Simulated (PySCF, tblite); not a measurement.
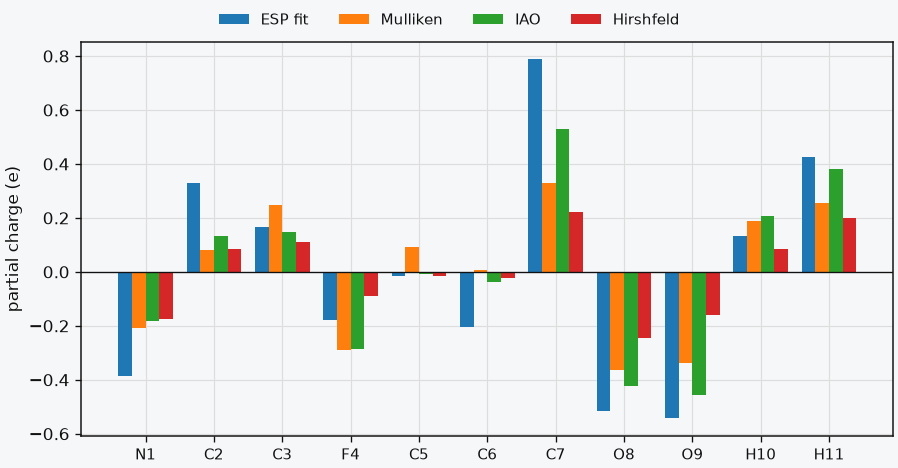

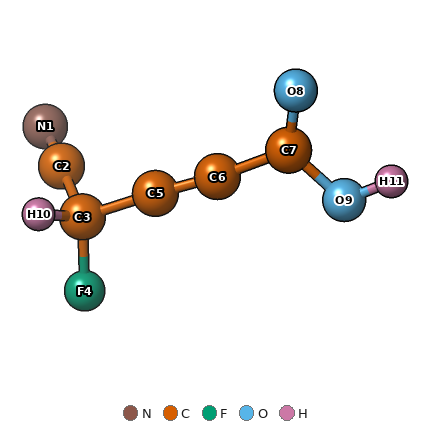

Atomic charges of C₅H₂FNO₂, SMILES N#C[C@@H](F)C#CC(=O)O by 4 schemes, PBE0/pcSseg-1, PySCF 2.14.0, at a GFN2-xTB geometry (a minimum by its frequencies).

### Which scheme gives the smallest charges overall?

Hirshfeld: mean absolute charge Hirshfeld 0.13, Mulliken 0.22, IAO 0.25, ESP fit 0.33 e.

### On which atom do the schemes disagree most?

On C7: ESP fit 0.79, Mulliken 0.33, IAO 0.53, Hirshfeld 0.22 e.

Caveats: the tight-binding geometry is rougher than a DFT one and adds to the error.
